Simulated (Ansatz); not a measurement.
**Ga₄As₃N: density, localisation and related maps**

Input file:

```
crystal:
  lattice:
    - [3.8196269219, 0.0, 0.0]
    - [-1.9098134609, 3.3078939473, 0.0]
    - [0.0, 0.0, 12.532981132]
  atoms:
    - { symbol: "N", position: [0.6666666667, 0.3333333333, -0.0025184353] }
    - { symbol: As, position: [0.6666666667, 0.3333333333, 0.4992027601] }
    - { symbol: As, position: [0.3333333333, 0.6666666667, 0.7662357903] }
    - { symbol: As, position: [0.3333333333, 0.6666666667, 0.2324173578] }
    - { symbol: Ga, position: [0.6666666667, 0.3333333333, 0.8421298394] }
    - { symbol: Ga, position: [0.6666666667, 0.3333333333, 0.3039757157] }
    - { symbol: Ga, position: [0.3333333333, 0.6666666667, 0.5719859448] }
    - { symbol: Ga, position: [0.3333333333, 0.6666666667, 0.0365710272] }
kpoints:
  mp_grid: { grid: [6, 6, 2] }
  band_path:
    path:
      - [0.0, 0.0, 0.0]
      - [0.5, 0.0, 0.0]
      - [0.3333333333, 0.3333333333, 0.0]
      - [0.0, 0.0, 0.5]
      - [0.5, 0.0, 0.5]
      - [0.3333333333, 0.3333333333, 0.5]
      - [0.0666666667, 0.0666666667, 0.0]
    npoints: 1
hamiltonian:
  xc: hse06
scf:
  occupations: { method: fermi_dirac, width: 0.02 }
  n_extra_bands: 6
output:
  forces: true
  stress: true
  eigenvalues: true
  write_density: true
  write_potential: true
  elf: true
  volumetric_format: npy
```

Below, planes, directions and counts refer to the conventional cell (a = 3.82 Å, b = 3.82 Å, c = 12.53 Å, α = 90.00°, β = 90.00°, γ = 120.00°).

Space group P3m1; started from the ordered alloy on wurtzite lattice prototype, which need not be the ambient phase.

Method: Ansatz 0.2.0, DFT, HSE06, plane waves, PAW.

In a PAW calculation such maps are meaningful between the atoms, not at the nuclei.

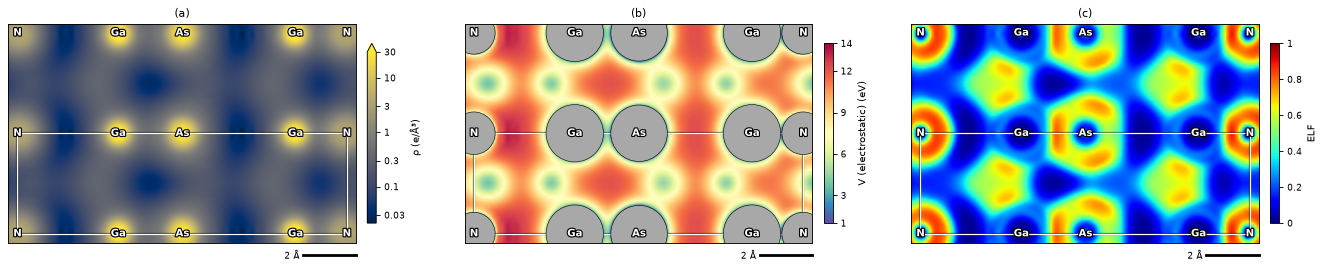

Figure 1. (a) valence electron density; (b) electrostatic potential (local pseudopotential plus Hartree) felt by an electron; (c) ELF on the (11̄0) plane of the conventional cell. Grey discs cover the atomic cores in the potential map.

Q: Interpret the plot.

A: The section cuts through N, As and Ga sites.
Ga–N (1.95 Å): ρ is about 0.8 e/Å³ halfway; the ELF peaks at about 0.90 in the valence shell of N, 0.6 Å from its nucleus, and is about 0.55 at the midpoint.
Ga–As (2.45 Å): ρ at the midpoint is about 0.48 e/Å³; the ELF peaks at about 0.80 between the atoms, as expected for localised, covalent bonding.
Between the atoms the lowest density in this plane is 0.02 e/Å³.
Outside the cores the potential energy rises away from the atoms and is highest about 1.3 Å from the nearest atoms; its zero is arbitrary.

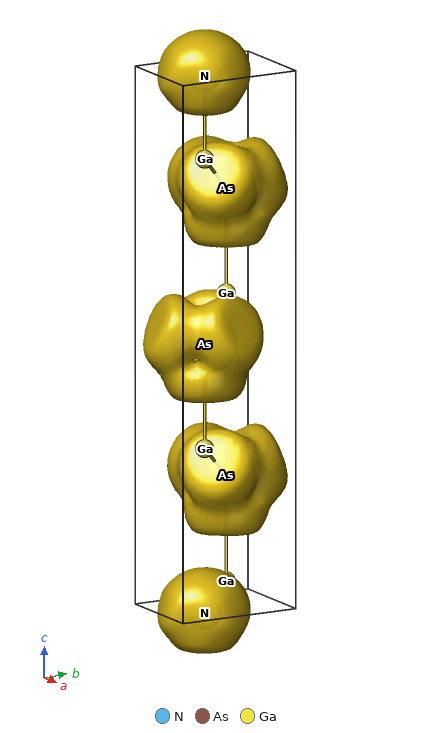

Figure 2. Isosurface of the electron localisation function at 0.6 (yellow), seen slightly off an axis. Core shells and regions of very low density are left out. Sticks mark near contacts.

Q: Describe the localisation domains.

A: The ELF exceeds this value in three regions on As in which the atom's valence shell and bonds are merged and one region wrapped around N (its valence shell), counted in one cell of 8 atoms. Regions shared between cells count once. Profiles from the grid: Ga–As (2.38 Å): the ELF peaks at about 0.80 between the atoms, as expected for localised, covalent bonding.
